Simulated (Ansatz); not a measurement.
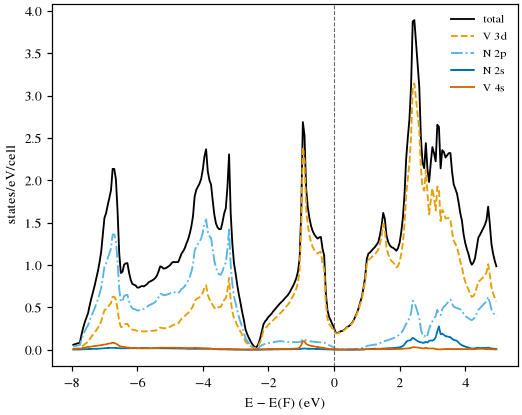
Total and projected density of states of VN in space group P-6m2 (No. 187; V on 1e, N on 1d), the program Ansatz at the PBEsol level (PAW)

**Question.** Which orbitals carry the states next to the Fermi level?

**Answer.** Within 0.5 eV of the Fermi level: V 3d 88 %, N 2p 7 %. Projections are on Löwdin-orthogonalised atomic valence shells; empty p or d shells of many metals are not among them.

**Question.** Where is the tallest occupied peak in this window, and what makes it?

**Answer.** Near -0.9 eV, about 2.7 states/eV per cell; the largest projected share is V 3d.

The workflow started from a Materials Project entry (that database holds measured and hypothetical structures alike); the Crystallography Open Database copy checked does not list it. It is not the phase usual at ambient conditions (space group No. 225). Symmetry was held in the PBEsol relaxation; its stability against distortions is not shown here. No spin polarisation was allowed.

Potentials: the later of the program's two PAW sets.
